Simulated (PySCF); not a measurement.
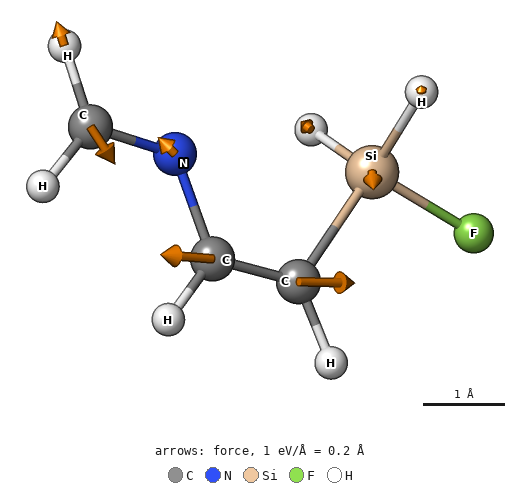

Starting geometry of C₃H₆FNSi with the computed forces as orange arrows. A ball-and-stick model, seen at a tilt.

The start comes from GFN2-xTB. Its atoms were then displaced at random by about 0.01 Å.

Computed with PySCF 2.14.0, density-fitted response routines, PBE0-D3(BJ)/def2-SVP geometry optimisation, gas phase. 

### Is this structure relaxed? If not, where do the atoms go?

It isn't relaxed: the largest force vector, on a C atom, is 4.38 eV/Å. The final displacements have little in common with the starting forces (cosine between the two patterns 0.21). Over 6 geometry steps the energy falls by 5.75 kcal/mol. An H atom moves most after the best rigid fit: 0.17 Å. By element the largest moves are H 0.17 Å, C 0.09 Å, F 0.08 Å, N 0.07 Å, Si 0.06 Å. Some distances before and after: C–C 1.284 → 1.342 Å, H–Si 1.437 → 1.488 Å, C–H 1.054 → 1.097 Å, C–Si 1.908 → 1.871 Å. Among the angles between lasting bonds that change: Si–C–H 117.9° → 123.3°, H–Si–H 115.7° → 111.9°, C–C–Si 120.2° → 116.5°. The run took 44 s on 1 thread of Arm Neoverse V1, on a shared host.
